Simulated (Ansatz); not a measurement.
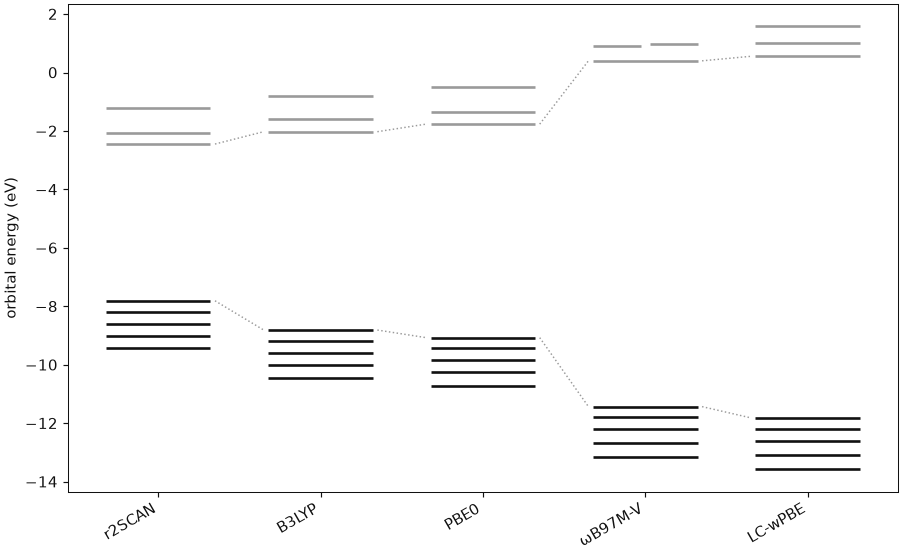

Frontier orbital energies of CH₃FO₃W, SMILES C[O][W](=[O])(=[O])[F], singlet at one geometry, def2-TZVPP, the Ansatz code, at a PBE0-D4/def2-TZVP geometry (a minimum by its frequencies). Empty levels are grey, levels within 0.1 eV stand side by side; all columns show the same few orbitals around the gap. Dotted lines join the HOMOs and the LUMOs.

**Compare the HOMO-LUMO separations.**

The separation grows from 5.36 eV (r2SCAN) to 12.37 eV (LC-wPBE).

| level | HOMO (eV) | LUMO (eV) | separation (eV) |
| --- | --- | --- | --- |
| r2SCAN | −7.81 | −2.45 | 5.36 |
| B3LYP | −8.81 | −2.02 | 6.79 |
| PBE0 | −9.07 | −1.76 | 7.30 |
| ωB97M-V | −11.43 | 0.40 | 11.83 |
| LC-wPBE | −11.81 | 0.56 | 12.37 |

Limits of at least one run: core potentials past krypton; empty levels above zero depend strongly on the basis; one conformer of a flexible molecule; spin-orbit coupling is left out, and with W it can shift these levels and split any degenerate set.
